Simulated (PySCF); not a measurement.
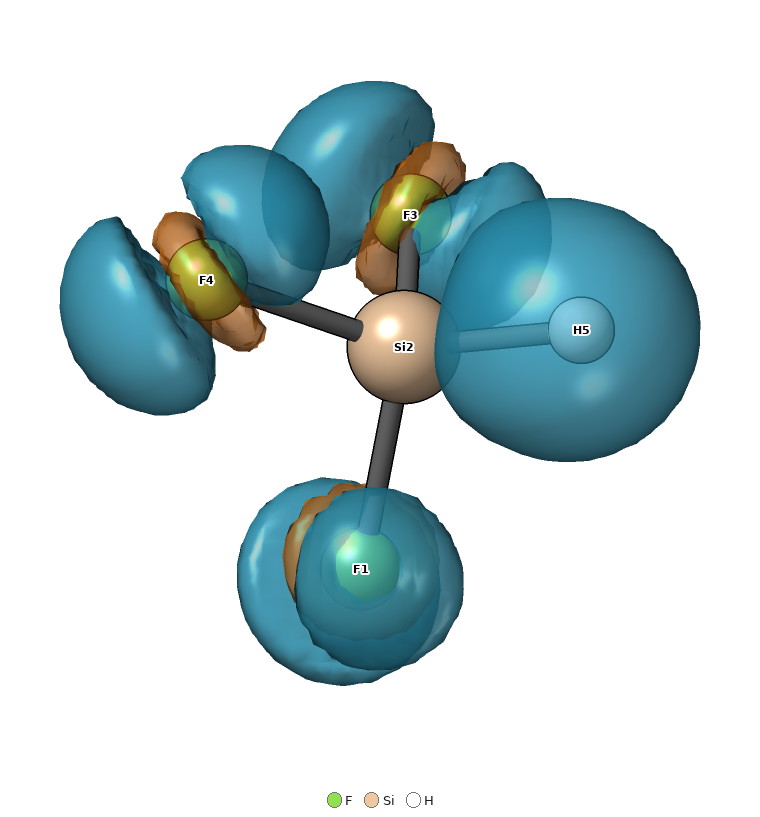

F₃HSi, SMILES `F[SiH](F)F`. Fukui function f⁻ = ρ(N) − ρ(N−1) at fixed geometry, surfaces at ±0.03 e/Å³ (light blue positive, orange negative).

Computed with PySCF, PBE/def2-TZVP, geometry: GFN2-xTB. No frequency check shows the geometry to be a minimum.

Q: On which atoms does the density change most on removal of an electron?

A: f⁻ (Hirshfeld-condensed) is largest on Si2 (0.24), H5 (0.20) and F1, F3 and F4 (0.19 each); the vertical ionisation energy is 13.69 eV (the stability of the cation's solution wasn't checked). Condensed values hint at sites of electrophilic attack but needn't mark the atom that reacts. Shares this close don't rank the sites. Orbital relaxation makes it negative in places (0.09 e in all).

| atom | f⁻ | charge |
| --- | --- | --- |
| F1 | +0.19 | −0.17 |
| Si2 | +0.24 | +0.55 |
| F3 | +0.19 | −0.17 |
| F4 | +0.19 | −0.17 |
| H5 | +0.20 | −0.04 |
